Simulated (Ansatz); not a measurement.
# C3H6F2 (1,3-difluoropropane): wB97X/cc-pVDZ

What is the electronic atomisation energy of C3H6F2 (1,3-difluoropropane) at wB97X/cc-pVDZ? 

The calculation is run with Ansatz 0.2.0.

49 further runs of the same task are left out: 49 set aside as unsound or not needed.

**1. The molecule**

C3H6F2: 11 atoms, total charge 0, spin state singlet. As SMILES, `FCCCF`. The shape is that of a PBE0-D4/def2-TZVP optimisation. This is one conformer, not always the lowest.

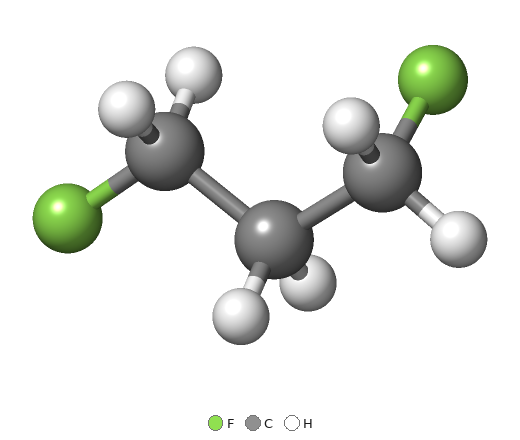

The structure, seen from a chosen angle (fluorine green, carbon grey, hydrogen white).

**2. A single-point energy at wB97X/cc-pVDZ**

File input.yaml:

```yaml
crystal:
  periodic: [false, false, false]
  atoms:
    - {symbol: F, position_ang: [-1.964400, 1.432700, -0.107100]}
    - {symbol: C, position_ang: [-0.715300, 1.000700, 0.300600]}
    - {symbol: C, position_ang: [-0.375000, -0.298800, -0.387800]}
    - {symbol: C, position_ang: [0.967500, -0.838200, 0.034700]}
    - {symbol: F, position_ang: [1.975600, 0.040200, -0.331200]}
    - {symbol: H, position_ang: [-0.744500, 0.875300, 1.388600]}
    - {symbol: H, position_ang: [0.008000, 1.781800, 0.054100]}
    - {symbol: H, position_ang: [-0.388200, -0.154300, -1.471600]}
    - {symbol: H, position_ang: [-1.138100, -1.046200, -0.147100]}
    - {symbol: H, position_ang: [1.026200, -0.968100, 1.120800]}
    - {symbol: H, position_ang: [1.173400, -1.798000, -0.445900]}
basis:
  gaussian: {orbitals: cc-pVDZ}
output: {orbitals: {seedname: orbitals}}
accuracy: high
hamiltonian: {xc: {name: wB97X}}
```

On the command line:

```sh
$ ansatz run input.yaml --threads 1 --pin off --max-ram 3480MiB --events-out events.jsonl --progress --plain --runs-dir runs
```

Standard output:

```text
Warning: RAYON_NUM_THREADS=1 ignored (pool sized by the plan → 1); use --threads N
Functional definition: wB97X
  name "wB97X"
  parameter omega = 0.3/bohr
  parameter cx = 0.157706
  parameter cx1 = 0.726479
  parameter cx2 = 1.04760
  parameter cx3 = -5.70635
  parameter cx4 = 13.2794
  parameter css1 = -4.33879
  parameter css2 = 18.2308
  parameter css3 = -31.7430
  parameter css4 = 17.2901
  parameter cos1 = 2.37031
  parameter cos2 = -11.3995
  parameter cos3 = 6.58405
  parameter cos4 = -3.78132
  exchange = spin_sum(e_x_unif_sr(omega)*poly(b97_u_x, 1 - cx, cx1, cx2, cx3, cx4)) + cx*exact_x_sr(omega)
      + exact_x_lr(omega)
  correlation = spin_sum(e_c_pw_same_spin*poly(b97_u_same, 1, css1, css2, css3, css4))
      + integral(e_c_pw_opposite_spin*poly(b97_u_opposite, 1, cos1, cos2, cos3, cos4))
2402 factors; integrals over basis functions are off by at most 3.6e-9 eV
370 factors; integrals over basis functions are off by at most 2.5e-9 eV
mean field evaluation 1: about -8638.6625 eV, gradient 3.2e1 eV
mean field evaluation 2: about -8639.6729 eV, gradient 2.5e1 eV
mean field evaluation 4: about -8640.5743 eV, gradient 1.4e0 eV
mean field evaluation 8: about -8640.7501 eV, gradient 5.9e-2 eV
mean field evaluation 16: about -8640.7501 eV, gradient 1.1e-5 eV
mean field -8640.75012168 eV, -317.5417100608 hartree, gradient 3.2e-8 eV, S^2 0.000000; 0 other end points of the search recorded, 0 dependent functions left out
reference -8640.75011910 eV, -317.5417099663 hartree; 21, 21 occupied and 79, 79 virtual orbitals, 2402 factors
Total energy: -8640.75011910 eV, -317.5417099663 hartree
```

Wall time 33 s (1 thread of Arm Neoverse V1, shared host); peak memory 0.59 GiB.

**3. The C atom, same level**

File in.yaml:

```yaml
crystal:
  periodic: [false, false, false]
  atoms:
    - {symbol: C, position_ang: [0.000000, 0.000000, 0.000000]}
basis:
  gaussian:
    orbitals: cc-pVDZ
hamiltonian:
  xc: {name: wB97X}
magnetization:
  spin_polarized: true
  initial_magnetization: 2
accuracy: high
```

Run the same way, it converges to -37.83957 Eh (log not shown).

**4. The F atom, same level**

File molecule.yaml:

```yaml
crystal:
  periodic: [false, false, false]
  atoms:
    - {symbol: F, position_ang: [0.000000, 0.000000, 0.000000]}
basis:
  gaussian: {orbitals: cc-pVDZ}
accuracy: high
magnetization: {spin_polarized: true, initial_magnetization: 1}
hamiltonian: {xc: {name: wB97X}}
```

On the command line:

```sh
$ ansatz run molecule.yaml --threads 1 --pin off --max-ram 3480MiB --events-out events.jsonl --progress --plain --runs-dir runs
```

Standard output (excerpt; [...] marks lines left out):

```text
Warning: RAYON_NUM_THREADS=1 ignored (pool sized by the plan → 1); use --threads N
[... 2 set-up lines as earlier in the session ...]
[...]
      + exact_x_lr(omega)
[...]
      + integral(e_c_pw_opposite_spin*poly(b97_u_opposite, 1, cos1, cos2, cos3, cos4))
96 factors; integrals over basis functions are off by at most 1.7e-9 eV
51 factors; integrals over basis functions are off by at most 3.6e-10 eV
[...]
mean field -2713.12293730 eV, -99.7054289251 hartree, gradient 1.4e-8 eV, S^2 0.751039; 0 other end points of the search recorded, 0 dependent functions left out
reference -2713.12293695 eV, -99.7054289121 hartree; 5, 4 occupied and 9, 10 virtual orbitals, 96 factors
Total energy: -2713.12293695 eV, -99.7054289121 hartree
```

Wall time 1.3 s (1 thread of Arm Neoverse V1, shared host); peak memory 0.14 GiB.

**5. The H atom**

File run.yaml:

```yaml
crystal:
  periodic: [false, false, false]
  atoms:
    - symbol: H
      position_ang: [0.000000, 0.000000, 0.000000]
basis:
  gaussian:
    orbitals: cc-pVDZ
magnetization:
  spin_polarized: true
  initial_magnetization: 1
hamiltonian:
  xc: {name: wB97X}
accuracy: high
```

On the command line:

```sh
$ ansatz run run.yaml --threads 1 --pin off --max-ram 3480MiB --events-out events.jsonl --progress --plain --runs-dir runs
```

Standard output (excerpt; [...] marks lines left out):

```text
Warning: RAYON_NUM_THREADS=1 ignored (pool sized by the plan → 1); use --threads N
[... 2 set-up lines as earlier in the session ...]
[...]
      + exact_x_lr(omega)
[...]
      + integral(e_c_pw_opposite_spin*poly(b97_u_opposite, 1, cos1, cos2, cos3, cos4))
15 factors; integrals over basis functions are off by at most 4.6e-8 eV
15 factors; integrals over basis functions are off by at most 1.0e-9 eV
[...]
mean field -13.62208925 eV, -0.5006025464 hartree, gradient 3.8e-9 eV, S^2 0.750000; 0 other end points of the search recorded, 0 dependent functions left out
reference -13.62208946 eV, -0.5006025542 hartree; 1, 0 occupied and 4, 5 virtual orbitals, 15 factors
Total energy: -13.62208946 eV, -0.5006025542 hartree
```

Run time: 0.5 s. Hardware: 1 thread of Arm Neoverse V1, shared host; peak memory 0.091 GiB.

**6. Outcome**

At wB97X/cc-pVDZ:

```
                     quantity          value
       molecule: total energy  -317.54171 Eh
        molecule: HOMO energy      -11.54 eV
        molecule: LUMO energy        3.99 eV
      molecule: HOMO–LUMO gap       15.53 eV
         C atom: total energy   -37.83957 Eh
                 C atom: ⟨S²⟩          2.004
         F atom: total energy   -99.70543 Eh
                 F atom: ⟨S²⟩          0.751
         H atom: total energy    -0.50060 Eh
                 H atom: ⟨S²⟩          0.750
electronic atomisation energy      43.770 eV
```

**Reading.** Taking the molecule apart into free atoms costs 43.77 eV (1009 kcal/mol), before zero-point energy and without spin-orbit coupling.
